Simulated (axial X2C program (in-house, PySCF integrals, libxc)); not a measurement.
**Run report: GaB⁺, relativistic diatomic calculation**

System: GaB⁺, single determinant with Ω = 1/2.
Method: PBE0, two-component X2C with atomic mean-field Coulomb and Gaunt terms, Ga dyall-cv3z, B dyall-v3z (cores contracted) (axial X2C program (in-house, PySCF integrals, libxc)).

### The program's output
```
two-component X2C + atomic mean field  PBE0
basis functions 150  fitting functions 890  grid points 5084
iter        total energy     max residual
   1      -1967.468024714     4.43e-02
   2      -1967.468384902     3.15e-04
   3      -1967.468385323     3.74e-05
   4      -1967.468385332     1.86e-05
converged
one-electron -2789.31608776  Coulomb 872.60170739  exact exchange -19.48939662  xc functional -59.97610689  nuclear repulsion 29.35664556  atomic mean-field constant -0.64514701
```

### The points of the curve

```tsv
R (Å)	E (hartree)	dipole (D; origin at the first atom, positive when the second is positive)	highest filled (eV)	lowest empty (eV)
2.431	−1967.463100	4.14	−11.90	−9.18
2.542	−1967.466204	4.18	−11.79	−8.95
2.626	−1967.467531	4.19	−11.70	−8.79
2.710	−1967.468209	4.20	−11.61	−8.64
2.794	−1967.468385	4.20	−11.50	−8.50
2.892	−1967.468113	4.19	−11.38	−8.34
2.990	−1967.467457	4.18	−11.25	−8.20
3.115	−1967.466226	4.17	−11.09	−8.03
3.269	−1967.464352	4.14	−10.88	−7.86
3.493	−1967.461292	4.11	−10.59	−7.65
```

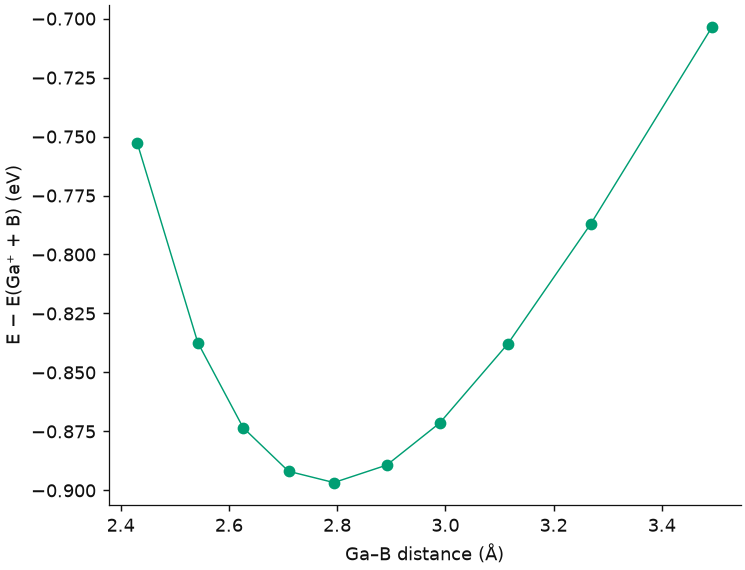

Fig. 1: Energy at 10 bond lengths, for one set of occupations held fixed; the line joins the points. A polynomial of degree 6 through 9 points gives rₑ = 2.787 Å, ωₑ = 208.4 cm⁻¹, ωₑxₑ = 1.7 cm⁻¹ and Bₑ = 0.2286 cm⁻¹. The minimum lies 0.90 eV below Ga⁺ + B, each computed as one determinant at the same level.

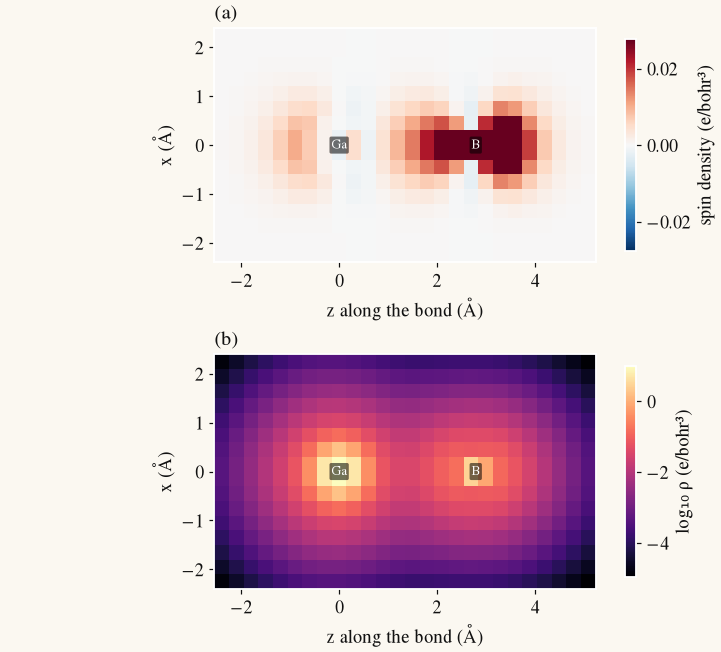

Fig. 2: (a) spin density; (b) electron density on a logarithmic scale, in a plane that holds the axis, at 2.79 Å, on points 0.3 Å apart (one half computed, the other mirrored); the structure near the nuclei is finer than these points.

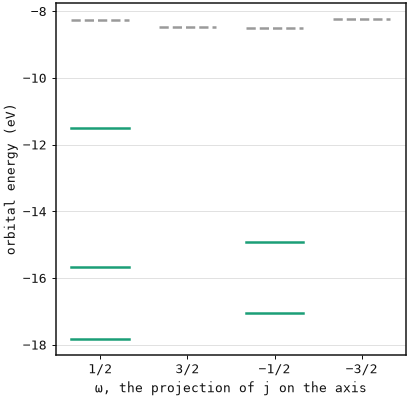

Fig. 3: Orbital energies near the frontier at 2.79 Å, filled (solid) and empty (dashed). The highest filled spinor (1/2; 67 % B p, 23 % Ga p) lies at −11.50 eV, the lowest empty one (−1/2; 73 % B p, 25 % Ga p) at −8.50 eV.

### The input
```
{"zs": [31, 5], "q": 1, "bas": ["dyall-cv3z", "dyall-v3z"], "levels": ["PBE0", "HF", "TPSSh"], "cc": true, "r0": 2.09, "thr": -2.0, "nmax": 90, "npts": 10, "nst": 2, "ntry": 6}
```

The line is the task of a batch: nuclear charges, charge, bases, the levels to run, a first guess of the distance and further settings. This report covers PBE0 with spin-orbit coupling. The log is that of the reference distance 2.794 Å.

Launched within a batch (the task file carries these settings):
```bash
python <driver script> task.json out
```

### Key numbers

| quantity | value |
| --- | --- |
| outcome | converged |
| bond length rₑ | 2.787 Å |
| ωₑ | 208.4 cm⁻¹ |
| energy at the minimum | −1967.46839 hartree |
| depth below the fragments | 0.90 eV |
| hardware | 1 thread of Arm Neoverse V1, 24 GiB of memory available, shared host |
| wall time | 4.2 s |
| peak memory | 0.93 GiB |
